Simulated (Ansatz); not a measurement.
NH$_{4}$···GeH$_{4}$ (charge +1)

```yaml
atoms:
  - { symbol: N, position_ang: [0.2731, 0.2831, -2.0092] }
  - { symbol: H, position_ang: [-0.6338, 0.3670, -2.4722] }
  - { symbol: H, position_ang: [0.8148, 1.1352, -2.1653] }
  - { symbol: H, position_ang: [0.7788, -0.5168, -2.3943] }
  - { symbol: H, position_ang: [0.1294, 0.1438, -0.9820] }
  - { symbol: Ge, position_ang: [-0.2817, -0.2930, 2.0756] }
  - { symbol: H, position_ang: [-0.0829, -0.0610, 0.5323] }
  - { symbol: H, position_ang: [0.8385, 0.4946, 2.7500] }
  - { symbol: H, position_ang: [-0.1624, -1.8017, 2.2757] }
  - { symbol: H, position_ang: [-1.6739, 0.2486, 2.3894] }
```

Geometry: PBE0-D4/def2-TZVP.

These are results of RKS PBE0-D4/def2-TZVPPD (Ansatz), not measurements.

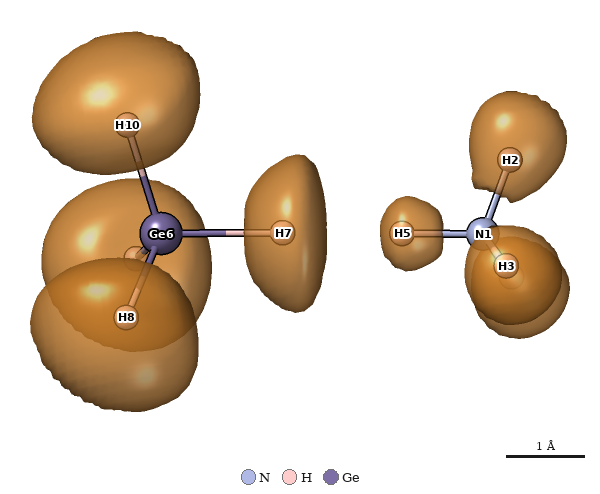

Figure 1. Isosurface of the electron localisation function at 0.9 (orange), seen across its widest extent. Only the valence region is drawn (cores and ρ < 0.01 e/Å³ removed).

### Where are the electrons localised?

The surface consists of eight regions around hydrogen nuclei.


H5···H7 (1.54 Å): the ELF dips to about 0.25 between them. N–H (1.02 Å): the ELF climbs to about 1 towards the hydrogen, as it does in any bond to H: an ordinary covalent bond to hydrogen.

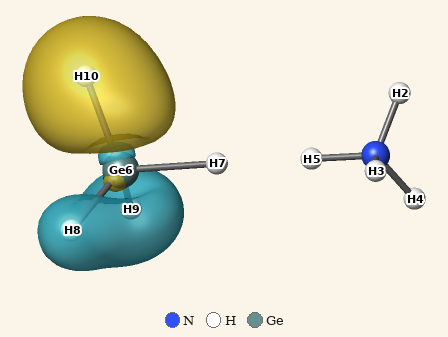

Figure 2. The HOMO at ±0.15 Å⁻³ᐟ² (yellow and cyan are the two phases), seen at a tilt.

### Describe this orbital and give its energy.

Its weight (Hirshfeld) is mainly on Ge6 (about 45 %), H10 (about 35 %), H8 (about 10 %) and H9 (about 10 %). It is one of a degenerate set, so its orientation is arbitrary. Its energy is −13.40 eV.

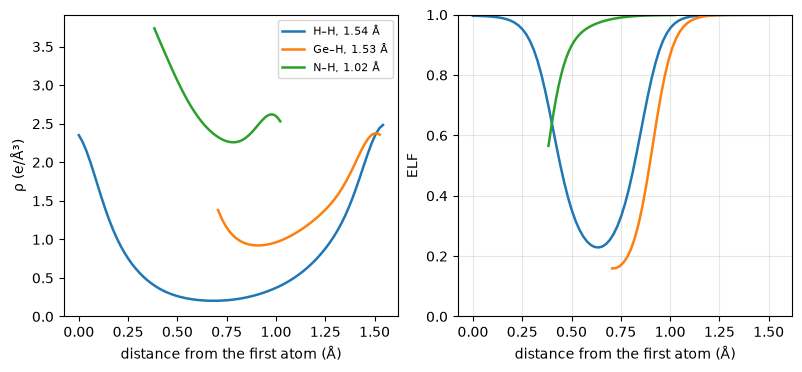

Figure 3. Electron density and ELF along straight lines between neighbouring atoms. The curves leave out the atomic cores.

### What can be read from the curves?

H5···H7 (1.54 Å): the density falls to about 0.2 e/Å³ on the way; the ELF dips to about 0.25 between them.
Ge–H (1.53 Å): the density is about 1.1 e/Å³ at the midpoint; the ELF climbs to about 1 towards the hydrogen.
N–H (1.02 Å): ρ is about 3 e/Å³ halfway; the ELF climbs to about 1 towards the hydrogen; an ordinary covalent bond to hydrogen.
